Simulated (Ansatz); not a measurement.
Cell of fcc Cu (0 0 1) on alpha cristobalite (0 0 1) (film strained to the substrate, faces as cut), relaxed at this level with a, b, gamma of the cell held:

```
CELL_PARAMETERS angstrom
      5.08211     0.00047     0.12500
      0.00234     5.08187    -0.10980
      0.64039    -2.23982    25.62007
ATOMIC_POSITIONS crystal
  Si 0.25473 0.26315 0.17735
  Si 0.83681 0.75987 0.03336
  Si 0.77228 0.30738 0.10787
  Si 0.32537 0.80138 0.24671
  O  0.29969 0.48959 0.22568
  O  0.46663 0.28644 0.12865
  O  0.81547 0.59144 0.08492
  O  0.96016 0.29128 0.15670
  O  0.28149 0.97454 0.19832
  O  0.83943 0.06894 0.06128
  Si 0.18493 0.42277 0.45494
  Si 0.80796 0.92884 0.31611
  Si 0.70220 0.46707 0.38546
  Si 0.20942 0.97002 0.52944
  O  0.23017 0.66115 0.50148
  O  0.39737 0.43800 0.40609
  O  0.73924 0.75562 0.36445
  O  0.88971 0.44484 0.43420
  O  0.11252 0.87783 0.29520
  O  0.21497 0.13849 0.47788
  O  0.61948 0.85241 0.26760
  O  0.77197 0.24062 0.33717
  Cu 0.17550 0.43178 0.67273
  Cu 0.67678 0.42858 0.67196
  Cu 0.17539 0.92994 0.67522
  Cu 0.67541 0.93301 0.67375
  Cu 0.94029 0.64621 0.60314
  Cu 0.44646 0.64411 0.60324
  Cu 0.94005 0.14044 0.60049
  Cu 0.44715 0.13967 0.60020
  Cu 0.14023 0.50927 0.81750
  Cu 0.63987 0.50884 0.81798
  Cu 0.14234 0.01221 0.81672
  Cu 0.63897 0.01304 0.81698
  Cu 0.90614 0.71978 0.74596
  Cu 0.40944 0.71875 0.74568
  Cu 0.90817 0.22252 0.74512
  Cu 0.40862 0.22320 0.74474
  Cu 0.10772 0.59167 0.96244
  Cu 0.60074 0.59186 0.96225
  Cu 0.10860 0.08682 0.95970
  Cu 0.60254 0.08668 0.95922
  Cu 0.87348 0.80192 0.88747
  Cu 0.37240 0.79888 0.88894
  Cu 0.87298 0.30005 0.88990
  Cu 0.37146 0.30338 0.89072
```

Calculation: PBE (plane waves to 420 eV, PAW; Ansatz, a program for electronic structure). No spin–orbit coupling; the runs are not spin-polarised. Its k-point mesh 5×5×1, Fermi–Dirac width 0.05 eV.

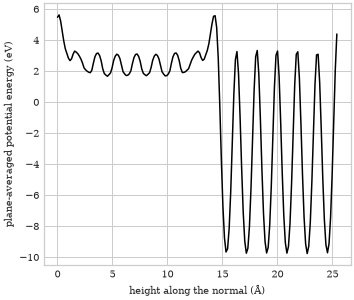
Figure: Smooth (PAW) electrostatic potential energy of an electron, averaged over planes, about its mean

The curve spans 15.4 eV over the stretch drawn.
